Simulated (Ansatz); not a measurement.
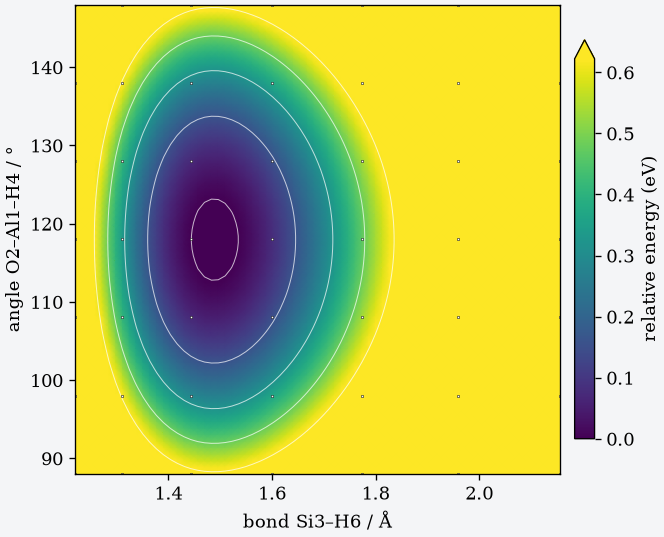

AlH₅OSi, SMILES [AlH2][O][SiH3]. 
- Two internal coordinates are moved rigidly from the geometry relaxed at PBE0-D4/def2-TZVP, all others fixed.
- The first coordinate is: bond Si3–H6; the second: angle O2–Al1–H4.
- The scan uses a 7 × 7 grid.
- Points are written as (first, second).
- All energies are given in eV relative to the lowest grid point.
- These are results of RKS PBE0-D4/def2-TZVPP (Ansatz), not measurements.

The picture shows a smooth colour map with a few white contour lines, dots at the grid points, one colour for all values above the top of the scale. Between grid points the surface is interpolated.

Question: Estimate the position of the minimum and the force constants in these coordinates.

Answer: The interpolated minimum is at bond Si3–H6 ≈ 1.487 Å, angle O2–Al1–H4 ≈ 118°. The curvatures there are about 17 eV/Å² and 4.6 eV/rad², with a cross term of about 0 eV/(Å·rad). Round the minimum the two coordinates are nearly uncoupled.
